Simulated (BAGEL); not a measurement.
# AlHF (SMILES [F][AlH]) at UHF/3-21G (density fitting with qzvpp-jkfit)

What is the energy change on altering one bond length of AlHF at UHF/3-21G (density fitting with qzvpp-jkfit)? 

The results are computed with BAGEL 1.2.2.

2 further runs of the same task are left out: 2 set aside as unsound or not needed.

**1. The structure to begin with**

The species is AlHF (3 atoms), meant as a doublet with charge 0. As SMILES, `[F][AlH]`. The shape is that of a PBE0-D4/def2-TZVP optimisation.

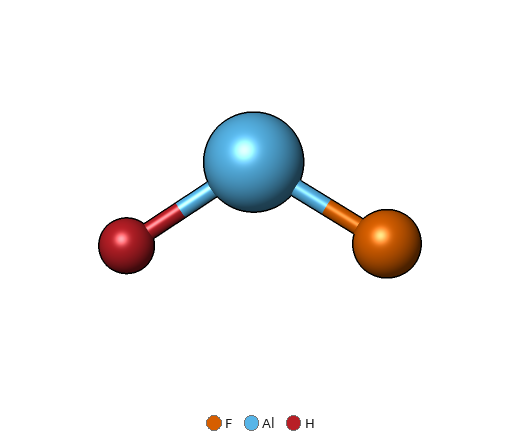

Viewed from a chosen angle; fluorine orange, aluminium blue, hydrogen red.

**2. A single-point energy at UHF/3-21G (density fitting with qzvpp-jkfit)**

job.json

```json
{ "bagel" : [

{
  "title" : "molecule",
  "basis" : "3-21g",
  "df_basis" : "qzvpp-jkfit",
  "angstrom" : "true",
  "geometry" : [
    { "atom" : "F", "xyz" : [       0.907100,       0.893200,       0.585600 ] },
    { "atom" : "Al", "xyz" : [      -0.432500,       0.318000,      -0.199500 ] },
    { "atom" : "H", "xyz" : [      -0.485400,      -1.276100,      -0.399300 ] }
  ]
},

{
  "title" : "uhf",
  "charge" : 0,
  "nopen" : 1
},

{
  "title" : "print",
  "file" : "orbitals.molden",
  "orbitals" : "true"
}

]}
```

Command:

```sh
$ BAGEL_NUM_THREADS=1 BAGEL job.json > job.out
```

Output:

```text
* using 1 threads per process

  ===============================================================
  ===============================================================

  *** Geometry ***

  { "atom" : "F", "xyz" : [      1.714171,      1.687903,      1.106624 ] },
  { "atom" : "Al", "xyz" : [     -0.817307,      0.600933,     -0.377000 ] },
  { "atom" : "H", "xyz" : [     -0.917273,     -2.411480,     -0.754568 ] },

  Number of auxiliary basis functions:      223

  Since a DF basis is specified, we compute 2- and 3-index integrals:
    o Being stored without compression. Storage requirement is 0.001 GB

  Number of basis functions:       24
  Number of electrons      :       23

    * METHOD: MOLECULE                             0.02

  *** Open-shell HF ***

  === Nuclear Repulsion ===
    43.3969464936

      * DIIS with orbital gradients will be used.

  === UHF iteration (3-21g) ===
      0       -339.97668934          0.09216208           0.00
      1       -340.05547469          0.06220910           0.00
      2       -340.08250252          0.03717070           0.00
      3       -340.09630222          0.00211854           0.00
      4       -340.09679205          0.00077172           0.00
      5       -340.09688715          0.00022628           0.00
      6       -340.09690984          0.00008005           0.00
      7       -340.09691493          0.00002399           0.00
      8       -340.09691527          0.00000568           0.00
      9       -340.09691528          0.00000226           0.00
     10       -340.09691528          0.00000066           0.00
     11       -340.09691528          0.00000027           0.00
     12       -340.09691528          0.00000009           0.00
     13       -340.09691528          0.00000005           0.00
     14       -340.09691528          0.00000003           0.00
     15       -340.09691528          0.00000001           0.00
     16       -340.09691528          0.00000001           0.00
    * SCF iteration converged.

    * S^2 (UHF) is 0.7570

    * Permanent dipole moment:
           (    0.714657,    -0.028301,     0.382837) a.u.

    * METHOD: UHF                                  0.07

    * METHOD: PRINT                                0.00

  ===============================================================
```

Wall time 0.42 s (1 thread of Intel Xeon 6975P-C (Granite Rapids), shared host); peak memory 0.14 GiB.

**3. The distorted shape**

hf.json

```json
{ "bagel" : [

{
  "title" : "molecule",
  "basis" : "3-21g",
  "df_basis" : "qzvpp-jkfit",
  "angstrom" : true,
  "geometry" : [
    { "atom" : "F", "xyz" : [    0.922971,    1.371454,    0.645543 ] },
    { "atom" : "Al", "xyz" : [   -0.416629,    0.796254,   -0.139557 ] },
    { "atom" : "H", "xyz" : [   -0.485400,   -1.276100,   -0.399300 ] }
  ]
},
{ "title" : "uhf", "nopen" : 1 },
{ "title" : "print", "file" : "orbitals.molden", "orbitals" : true }

]}
```

Command:

```sh
$ BAGEL_NUM_THREADS=1 BAGEL hf.json > hf.out
```

Output:

```text
* using 1 threads per process

  ===============================================================
  ===============================================================

  *** Geometry ***

  { "atom" : "F", "xyz" : [      1.744162,      2.591672,      1.219899 ] },
  { "atom" : "Al", "xyz" : [     -0.787315,      1.504702,     -0.263725 ] },
  { "atom" : "H", "xyz" : [     -0.917273,     -2.411480,     -0.754568 ] },

  Number of auxiliary basis functions:      223

  Since a DF basis is specified, we compute 2- and 3-index integrals:
    o Being stored without compression. Storage requirement is 0.001 GB

  Number of basis functions:       24
  Number of electrons      :       23

    * METHOD: MOLECULE                             0.02

  *** Open-shell HF ***

  === Nuclear Repulsion ===
    42.1831401667

      * DIIS with orbital gradients will be used.

  === UHF iteration (3-21g) ===
      0       -339.94901326          0.09246079           0.00
      1       -340.02712767          0.06450900           0.00
      2       -340.05604775          0.03892959           0.00
      3       -340.07138461          0.00138780           0.00
      4       -340.07214221          0.00040499           0.00
      5       -340.07231226          0.00016894           0.00
      6       -340.07234165          0.00013846           0.00
      7       -340.07235813          0.00007029           0.00
      8       -340.07235938          0.00001427           0.00
      9       -340.07235993          0.00000591           0.00
     10       -340.07235998          0.00000196           0.00
     11       -340.07235998          0.00000070           0.00
     12       -340.07235998          0.00000025           0.00
     13       -340.07235998          0.00000007           0.00
     14       -340.07235998          0.00000005           0.00
     15       -340.07235998          0.00000001           0.00
     16       -340.07235998          0.00000000           0.00
    * SCF iteration converged.

    * S^2 (UHF) is 0.8323

    * Permanent dipole moment:
           (    0.576190,    -0.178966,     0.291888) a.u.

    * METHOD: UHF                                  0.07

    * METHOD: PRINT                                0.00

  ===============================================================
```

It took 0.42 s on 1 thread of Intel Xeon 6975P-C (Granite Rapids), shared host; peak memory 0.14 GiB.

**4. Summary of results**

At UHF/3-21G (density fitting with qzvpp-jkfit):

| quantity | value |
| --- | --- |
| first shape: total energy | -340.09692 Eh |
| first shape: dipole moment | 2.06 D |
| first shape: ⟨S²⟩ | 0.757 |
| distorted shape: total energy | -340.07236 Eh |
| distorted shape: dipole moment | 1.70 D |
| distorted shape: ⟨S²⟩ | 0.832 |
| energy change with the Al2–H3 bond stretched from 1.607 to 2.090 Å | 0.668 eV |

**Reading.** With the Al2–H3 bond stretched from 1.607 to 2.090 Å the energy rises by 0.67 eV (15.4 kcal/mol). The first shape isn't relaxed at this level, so the change isn't measured from a minimum.
